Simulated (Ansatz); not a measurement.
**C2H9N3Si: how energies converge with the basis set**

How large a basis does C2H9N3Si need? Two functionals are run in growing sets.

Computed with Ansatz 0.2.0, Gaussian basis. Level: one geometry, several basis sets.

Levels to be run: PBE0-D4/def2-SVP; ωB97M-V/def2-SVP; PBE0-D4/def2-QZVPP; ωB97M-V/def2-QZVPP; the functionals' def2-TZVPP values are taken from earlier runs.

**1. The relaxed structure**

The geometry comes from an earlier relaxation with PBE0-D4 in a triple-zeta def2 set; it is a stationary point, not always the lowest conformer.

SMILES `C=C[Si](N)(N)N`, 15 atoms, charge 0, spin multiplicity 1.

Atoms are counted from 1 here; the program's logs count them from 0.

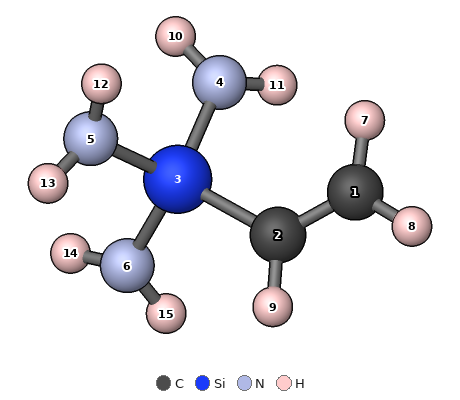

The structure; carbon dark grey, silicon blue, nitrogen light blue, hydrogen pink; atoms are numbered from 1 in the order of the file.

Geometry (Å):

```xyz
15

C    -0.02990   -2.28037    0.56828
C    -0.31795   -1.03800    0.94935
Si    0.01038    0.48198   -0.08243
N     0.15951   -0.08315   -1.69915
N     1.45958    1.36937    0.15514
N    -1.21874    1.58389    0.39805
H     0.41456   -2.48488   -0.40218
H    -0.21364   -3.14320    1.20365
H    -0.74816   -0.90434    1.94236
H     0.47972    0.55042   -2.41381
H    -0.50604   -0.74162   -2.06927
H     2.33988    0.96433   -0.11836
H     1.55503    1.93327    0.98355
H    -1.26977    2.50049   -0.01701
H    -2.13625    1.24102    0.63133
```

**2. PBE0-D4 in def2-SVP**

Input file in.yaml:

```yaml
crystal:
  periodic: [false, false, false]
  atoms:
    - {symbol: C, position_ang: [-0.029902, -2.280371, 0.568276]}
    - {symbol: C, position_ang: [-0.317948, -1.038000, 0.949351]}
    - {symbol: Si, position_ang: [0.010378, 0.481976, -0.082431]}
    - {symbol: N, position_ang: [0.159507, -0.083154, -1.699150]}
    - {symbol: N, position_ang: [1.459583, 1.369369, 0.155139]}
    - {symbol: N, position_ang: [-1.218745, 1.583893, 0.398046]}
    - {symbol: H, position_ang: [0.414557, -2.484877, -0.402178]}
    - {symbol: H, position_ang: [-0.213639, -3.143203, 1.203649]}
    - {symbol: H, position_ang: [-0.748159, -0.904338, 1.942359]}
    - {symbol: H, position_ang: [0.479721, 0.550419, -2.413809]}
    - {symbol: H, position_ang: [-0.506036, -0.741625, -2.069266]}
    - {symbol: H, position_ang: [2.339877, 0.964332, -0.118355]}
    - {symbol: H, position_ang: [1.555026, 1.933266, 0.983548]}
    - {symbol: H, position_ang: [-1.269769, 2.500493, -0.017011]}
    - {symbol: H, position_ang: [-2.136252, 1.241019, 0.631333]}
basis:
  gaussian: {orbitals: def2-SVP}
hamiltonian: {xc: pbe0, dispersion: d4}
output: {orbitals: {seedname: orbitals}}
```

On the command line:

```
$ ansatz run in.yaml --threads 4 --pin off --events-out ev --progress --plain --max-ram 11315MiB
```

The log of the run:

```text
Functional definition: PBE0
  name "PBE0"
  cite "Adamo & Barone, J. Chem. Phys. 110, 6158 (1999) doi:10.1063/1.478522"
  cite "Perdew, Burke & Ernzerhof, Phys. Rev. Lett. 77, 3865 (1996) doi:10.1103/PhysRevLett.77.3865"
  parent pbe
  parameter a = 0.25
  parameter kappa = 0.804
  parameter beta = 0.06672455060314922
  exchange = (1 - a)*pbe_x(kappa = kappa, mu = beta*pi^2/3) + a*exact_x
  correlation = pbe_c(beta = beta)
1550 factors; their error is unknown
mean field evaluation 1: about -14536.4642 eV, gradient 8.6e1 eV
mean field evaluation 2: about -14530.1848 eV, gradient 9.9e1 eV
mean field evaluation 4: about -14551.6908 eV, gradient 3.1e0 eV
mean field evaluation 8: about -14551.7153 eV, gradient 5.0e-2 eV
mean field evaluation 16: about -14551.7475 eV, gradient 8.8e-5 eV
mean field -14551.74746845 eV, -534.7668559367 hartree, gradient 8.8e-5 eV, S^2 0.000000; 0 other end points of the search recorded, 0 dependent functions left out
reference -14551.74749936 eV, -534.7668570729 hartree; 28, 28 occupied and 105, 105 virtual orbitals, 1550 factors
Total energy: -14552.05231389 eV, -534.7780588002 hartree
```

Wall time 1.8 s (4 threads of Intel Xeon Platinum 8488C, shared host).

**3. ωB97M-V in def2-SVP**

Edit in.yaml of step 2 so:

```diff
@@ -20,3 +20,3 @@
   gaussian: {orbitals: def2-SVP}
-hamiltonian: {xc: pbe0, dispersion: d4}
+hamiltonian: {xc: {name: wB97M-V}}
 output: {orbitals: {seedname: orbitals}}
```

Launched as before.

The log of the run (excerpt; [...] marks lines left out):

```text
Functional definition: wB97M-V
  name "wB97M-V"
  cite "Mardirossian & Head-Gordon, J. Chem. Phys. 144, 214110 (2016) doi:10.1063/1.4952647"
  cite "Becke, J. Chem. Phys. 107, 8554 (1997) doi:10.1063/1.475007"
  cite "Vydrov & Van Voorhis, J. Chem. Phys. 133, 244103 (2010) doi:10.1063/1.3521275"
  # Of w^i u^j: cxij and so on, Table III.
[...]
  gx(w, u) = 1 - cx + cx01*u + cx10*w
  gss(w, u) = css00 + css04*u^4 + css10*w + css20*w^2 + css43*w^4*u^3
  gos(w, u) = cos00 + cos10*w + (cos20 + cos21*u)*w^2 + (cos60 + cos61*u)*w^6
[...]
      + integral(e_c_pw_mod_opposite_spin*gos(b97_w_opposite, b97_u_opposite)) + vv10(b, c)
1550 factors; their error is unknown
402 factors; integrals over basis functions are off by at most 1.0e-5 eV
[...]
mean field -14559.36780950 eV, -535.0468983050 hartree, gradient 1.5e-5 eV, S^2 0.000000; 0 other end points of the search recorded, 0 dependent functions left out
reference -14559.36785714 eV, -535.0469000560 hartree; 28, 28 occupied and 105, 105 virtual orbitals, 1550 factors
Total energy: -14559.36785714 eV, -535.0469000560 hartree
```

It took 4.1 s on 4 threads of Intel Xeon Platinum 8488C, shared host.

**4. PBE0-D4 in def2-QZVPP**

Edit in.yaml of step 3 so:

```diff
@@ -19,4 +19,4 @@
 basis:
-  gaussian: {orbitals: def2-SVP}
-hamiltonian: {xc: {name: wB97M-V}}
+  gaussian: {orbitals: "def2-QZVPP.json"}
+hamiltonian: {xc: pbe0, dispersion: d4}
 output: {orbitals: {seedname: orbitals}}
```

The command is unchanged.

The log of the run:

```text
Functional definition: PBE0
  name "PBE0"
  cite "Adamo & Barone, J. Chem. Phys. 110, 6158 (1999) doi:10.1063/1.478522"
  cite "Perdew, Burke & Ernzerhof, Phys. Rev. Lett. 77, 3865 (1996) doi:10.1103/PhysRevLett.77.3865"
  parent pbe
  parameter a = 0.25
  parameter kappa = 0.804
  parameter beta = 0.06672455060314922
  exchange = (1 - a)*pbe_x(kappa = kappa, mu = beta*pi^2/3) + a*exact_x
  correlation = pbe_c(beta = beta)
1814 factors; their error is unknown
mean field evaluation 1: about -14542.4421 eV, gradient 1.1e2 eV
mean field evaluation 2: about -14525.0457 eV, gradient 1.3e2 eV
mean field evaluation 4: about -14563.2835 eV, gradient 7.4e0 eV
mean field evaluation 8: about -14563.4142 eV, gradient 2.0e-1 eV
mean field evaluation 16: about -14563.4228 eV, gradient 1.6e-4 eV
mean field -14563.42275313 eV, -535.1959147351 hartree, gradient 6.0e-5 eV, S^2 0.000000; 0 other end points of the search recorded, 0 dependent functions left out
reference -14563.42279523 eV, -535.1959162821 hartree; 28, 28 occupied and 597, 597 virtual orbitals, 1814 factors
Total energy: -14563.72760976 eV, -535.2071180095 hartree
```

Run time: 14 s. Hardware: 4 threads of Intel Xeon Platinum 8488C, shared host; peak memory 2.9 GiB.

**5. ωB97M-V in def2-QZVPP**

Edit in.yaml of step 4 so:

```diff
@@ -20,3 +20,3 @@
   gaussian: {orbitals: "def2-QZVPP.json"}
-hamiltonian: {xc: pbe0, dispersion: d4}
+hamiltonian: {xc: {name: wB97M-V}}
 output: {orbitals: {seedname: orbitals}}
```

Launched as before.

The log of the run (excerpt; [...] marks lines left out):

```text
Functional definition: wB97M-V
  name "wB97M-V"
  cite "Mardirossian & Head-Gordon, J. Chem. Phys. 144, 214110 (2016) doi:10.1063/1.4952647"
  cite "Becke, J. Chem. Phys. 107, 8554 (1997) doi:10.1063/1.475007"
  cite "Vydrov & Van Voorhis, J. Chem. Phys. 133, 244103 (2010) doi:10.1063/1.3521275"
  # Of w^i u^j: cxij and so on, Table III.
[...]
  gx(w, u) = 1 - cx + cx01*u + cx10*w
  gss(w, u) = css00 + css04*u^4 + css10*w + css20*w^2 + css43*w^4*u^3
  gos(w, u) = cos00 + cos10*w + (cos20 + cos21*u)*w^2 + (cos60 + cos61*u)*w^6
[...]
      + integral(e_c_pw_mod_opposite_spin*gos(b97_w_opposite, b97_u_opposite)) + vv10(b, c)
1794 factors; their error is unknown
495 factors; integrals over basis functions are off by at most 1.1e-5 eV
[...]
mean field -14571.33408018 eV, -535.4866506415 hartree, gradient 2.2e-5 eV, S^2 0.000000; 0 other end points of the search recorded, 0 dependent functions left out
reference -14571.33414784 eV, -535.4866531281 hartree; 28, 28 occupied and 597, 597 virtual orbitals, 1794 factors
Total energy: -14571.33414784 eV, -535.4866531281 hartree
```

Run time: 24 s. Hardware: 4 threads of Intel Xeon Platinum 8488C, shared host; peak memory 3.2 GiB.

**6. Functionals by basis**

The def2-TZVPP values come from earlier runs at the same geometry.

```
functional       basis  functions  energy (eV)  from the largest (eV)  HOMO (eV)  LUMO (eV)
   PBE0-D4    def2-SVP        133  -14552.0523                 11.675      -6.50       0.18
   PBE0-D4  def2-TZVPP        323  -14563.0352                  0.692      -6.82      -0.14
   PBE0-D4  def2-QZVPP        625  -14563.7276                  0.000      -6.88      -0.22
   ωB97M-V    def2-SVP        133  -14559.3679                 11.966      -8.90       2.37
   ωB97M-V  def2-TZVPP        323  -14570.6863                  0.648      -9.22       1.92
   ωB97M-V  def2-QZVPP        625  -14571.3341                  0.000      -9.28       1.63
```

**7. What came out**

```
                                       quantity           value
PBE0-D4: double and triple zeta above quadruple  11.68, 0.69 eV
ωB97M-V: double and triple zeta above quadruple  11.97, 0.65 eV
```

For PBE0-D4 the step from double to triple zeta gains 10.98 eV and the next only 0.69 eV. These are total energies; as a rule much of such shifts cancels in differences, which this series doesn't test. The LUMO of ωB97M-V is positive and keeps falling with the basis (2.37 to 1.63 eV): an unbound level that the basis holds in place.

For PBE0-D4 the largest set took about 8 times as long as the smallest (14 s against 1.8 s).
